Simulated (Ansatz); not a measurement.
A series of calculations on SiNH$_{4}$OF

**1. Relaxation**

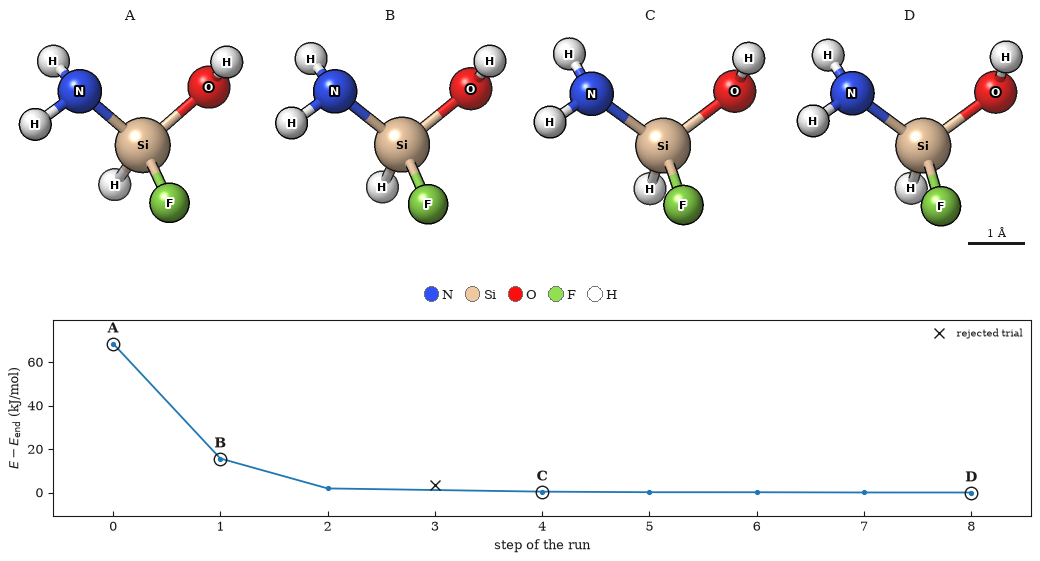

Frames of a relaxation of SiNH$_{4}$OF, marked on the history of the run. The picture is a ball-and-stick view, seen face on.

The run prepares an end point of a later path (hydrogen shift) calculation, from a guessed geometry.

Theory: RKS PBE0-D4/cc-pVDZ (Ansatz).

Input file:
```yaml
crystal:
  periodic: [false, false, false]
  atoms:
    - { symbol: "N", position_ang: [-1.0255, 0.404, -0.0543] }
    - { symbol: Si, position_ang: [0.5305, -0.0312, -0.1989] }
    - { symbol: O, position_ang: [0.6991, -1.0655, 1.0435] }
    - { symbol: F, position_ang: [0.756, -0.8117, -1.5739] }
    - { symbol: H, position_ang: [-1.3012, 0.9946, -0.9041] }
    - { symbol: H, position_ang: [-1.1522, 1.0904, 0.7281] }
    - { symbol: H, position_ang: [1.4282, 1.1613, -0.1151] }
    - { symbol: H, position_ang: [0.1573, -1.799, 1.019] }
basis:
  gaussian: { orbitals: cc-pVDZ }
hamiltonian:
  xc: pbe0
  dispersion: d4
relax:
  f_tol: 0.02
  max_steps: 50
```

Command:
```bash
ansatz run input.yaml --threads 1 --pin off --max-ram 2048MiB --backend cpu --events-out ev --progress --plain --runs-dir out
```

Q: Describe the path.

A: After 7 accepted moves (8 points after the start) the energy has fallen by 68.5 kJ/mol. Largest force component: 4.7 eV/Å at the start, 0.0095 eV/Å at the end. The line search rejected the trial step at point 3 of the run. H7 moves most after the best rigid fit: 0.32 Å. By element the largest moves are H 0.32 Å, F 0.17 Å, O 0.17 Å, N 0.14 Å, Si 0.05 Å. Near-neighbour distances that change, for instance: N1–Si2 1.622 → 1.727 Å, N1–H5 1.071 → 1.016 Å, O3–H8 0.912 → 0.966 Å, Si2–F4 1.597 → 1.644 Å. Bond angles that change, for instance: O3–Si2–H7 113.7° → 104.5°, N1–Si2–H7 110.9° → 119.9°, N1–Si2–O3 101.7° → 110.0°. The run took 29 s on 1 thread of Arm Neoverse V2, on a shared host, peak memory 0.15 GiB. From step 0 to 1: H7 moves most (0.15 Å), energy −52.9 kJ/mol. From step 1 to 4: H7 moves most (0.15 Å), energy −15.2 kJ/mol. From step 4 to 8: H5 moves most (0.08 Å), energy −0.39 kJ/mol.

**2. Relaxation**

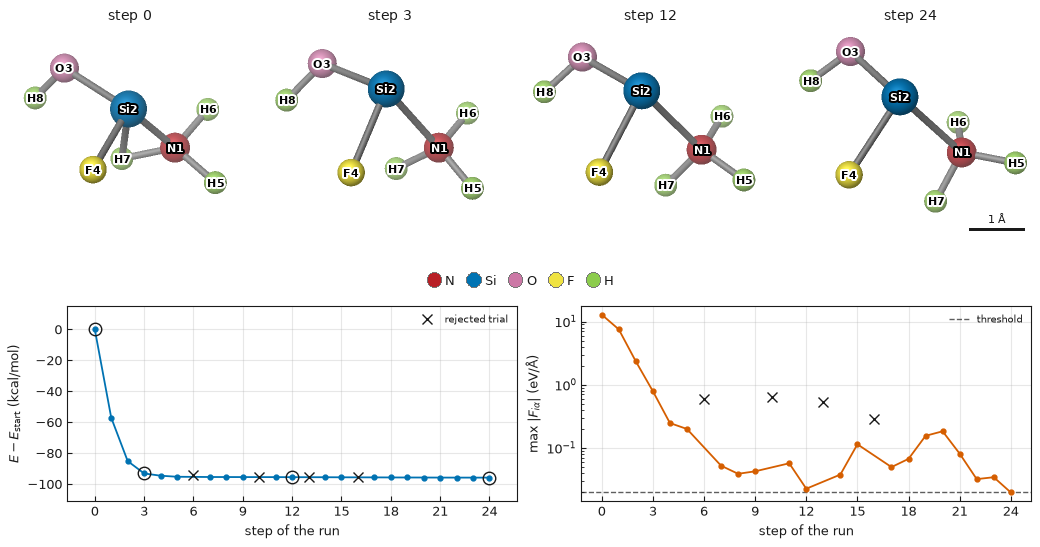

Frames of a relaxation of SiNH₄OF, marked on the history of the run. A ball-and-stick model, seen from a free direction.

The run prepares an end point of a later path (hydrogen shift) calculation, from a guessed geometry.

All numbers below come from RKS PBE0-D4/cc-pVDZ (Ansatz 0.2.0). Set-up: no spin polarisation; force threshold 0.02 eV/Å; at most 50 steps.

Question: Describe the path.

Answer: The atom that moves furthest after the best rigid fit is H7 (1.02 Å). Largest moves by element: H 1.02 Å, F 0.66 Å, Si 0.50 Å, O 0.33 Å, N 0.16 Å. Near-neighbour distances that change, for instance: Si2–H7 1.753 → 2.636 Å, N1–Si2 1.622 → 2.167 Å, Si2–F4 1.597 → 1.703 Å, Si2–O3 1.625 → 1.715 Å. Among the angles between lasting bonds that change: Si2–N1–H7 79.1° → 105.8°, N1–Si2–F4 110.1° → 84.9°, H5–N1–H7 130.7° → 108.3°. After 20 accepted moves (24 points after the start) the energy has fallen by 95.8 kcal/mol. Largest force component: 13 eV/Å at the start, 0.02 eV/Å at the end. The line search rejected the trial steps at points 6, 10, 13, 16 of the run. From step 0 to 3: Si2 moves most (0.48 Å), energy −93.1 kcal/mol. From step 3 to 12: H7 moves most (0.36 Å), energy −2.41 kcal/mol. From step 12 to 24: H atoms move most (0.46 Å), energy −0.29 kcal/mol.

```csv
step,"E − E(0), kcal/mol","largest force component, eV/Å",note
0,0.00,12.8414,
1,-57.08,7.5030,
2,-85.09,2.3365,
3,-93.07,0.7885,
4,-94.53,0.2471,
5,-95.21,0.1991,
6,-93.91,0.5848,rejected
7,-95.37,0.0523,
8,-95.39,0.0389,
9,-95.42,0.0426,
10,-95.10,0.6405,rejected
11,-95.44,0.0570,
12,-95.48,0.0226,
13,-95.33,0.5311,rejected
14,-95.52,0.0378,
15,-95.56,0.1140,
16,-95.55,0.2887,rejected
17,-95.61,0.0497,
18,-95.66,0.0670,
19,-95.69,0.1552,
20,-95.70,0.1830,
21,-95.74,0.0811,
22,-95.76,0.0320,
23,-95.77,0.0343,
24,-95.77,0.0197,
```

**3. Path**

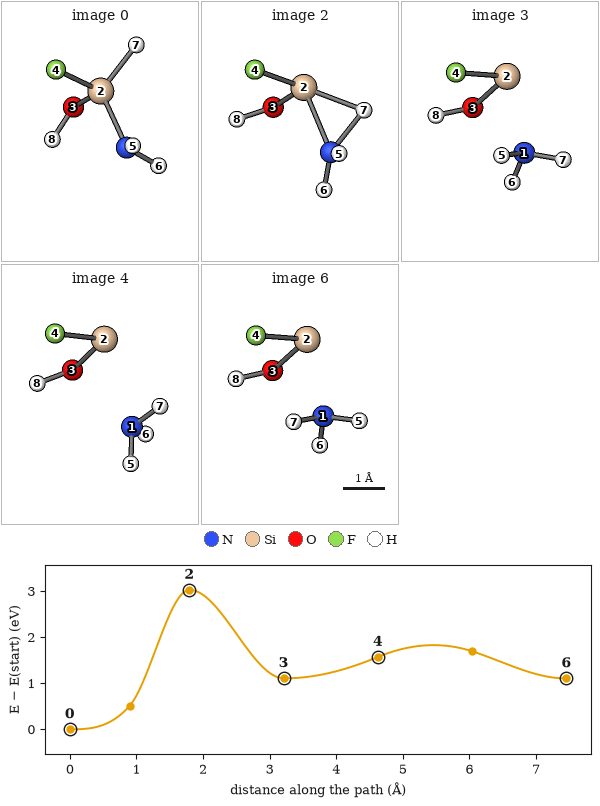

NEB run on SiNH₄OF. Images are numbered from 0 (start) to 6 (end). A ball-and-stick model, seen from a free direction.

All numbers below come from RKS PBE0-D4/cc-pVDZ (Ansatz 0.2.0). Set-up: 5 movable images; climbing image; force threshold 0.05 eV/Å; iteration limit 60; starting path through a guess of the saddle point.

> What happens along the path, and what is the barrier?

The path has more than one stage, and so few images may leave a stage unresolved. Breaking: Si2–H7 (1.49 → 1.62 at the top → 2.64 Å). Forming: N1–H7 (2.78 → 1.43 at the top → 1.02 Å). The highest point, image 2, lies 3.03 eV above the start and 1.92 eV above the end; the end is at +1.11 eV relative to the start. The profile has 2 maxima (images 2, 5) with a dip at image 3 (+1.11 eV), so the process runs in steps. The band converged in 56 iterations. The largest component of the band force went from 150 to 0.022 eV/Å. The climbing image converged on the top of the path. Its vibrational analysis gives one imaginary mode (1486i cm⁻¹), as a transition state must have.

Cost: 12 min on 1 thread of Arm Neoverse V2, with other jobs on the host, peak memory 0.15 GiB.
